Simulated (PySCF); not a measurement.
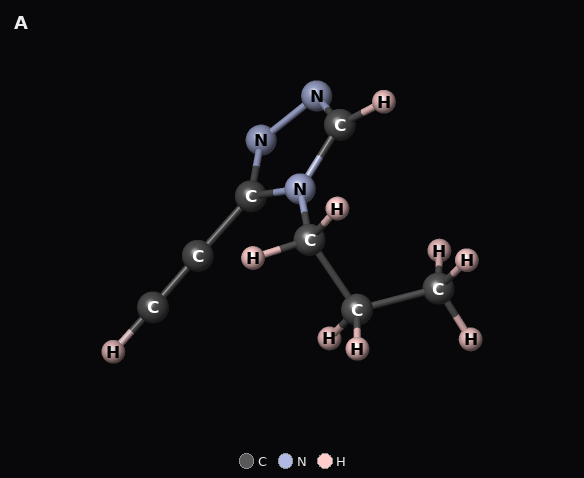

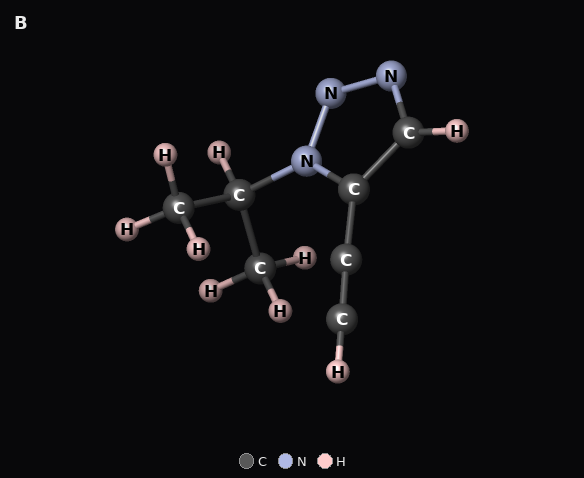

2 stationary structures of one formula. Geometries: GFN2-xTB. Electronic energies: PBE0/pcSseg-1 (PySCF 2.14.0), without zero-point energy. No frequency run is at hand to confirm each as a minimum. Each is one conformer, not always the lowest.

### Are they conformers, stereoisomers or constitutional isomers?

They are constitutional isomers of C7H9N3: A `C#Cc1nncn1CCC`, B `C#Cc1cnnn1C(C)C`.

### Rank them by energy, lowest first.

A is lowest; B lies 6.4 kcal/mol above it.
